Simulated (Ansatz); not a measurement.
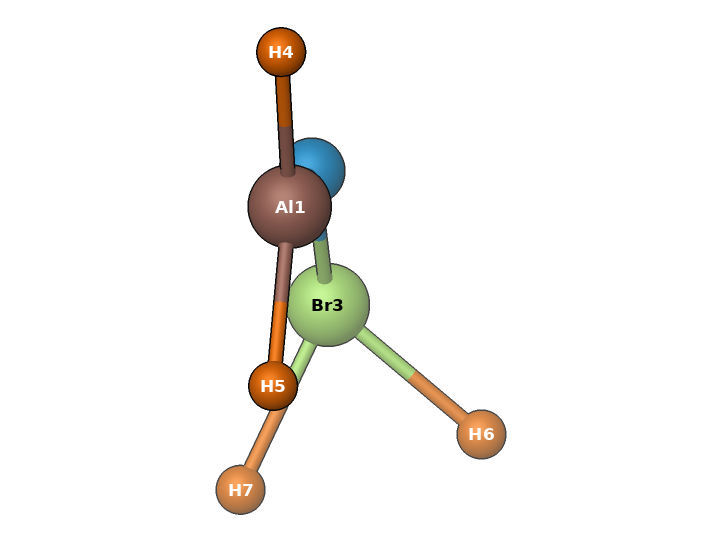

C2 lies behind Al1. The molecule seen nearly along the Al1–C2 bond, Al1 in front. Distant atoms are faded towards the background colour. The computed structure is the end point of a PBE-D4/def2-SVP optimisation. No frequency run is at hand to confirm it as a minimum.

> What is the torsion angle H4–Al1–C2–Br3? The sign is positive where the front bond must turn clockwise to cover the back bond.

179°, antiperiplanar (anti).
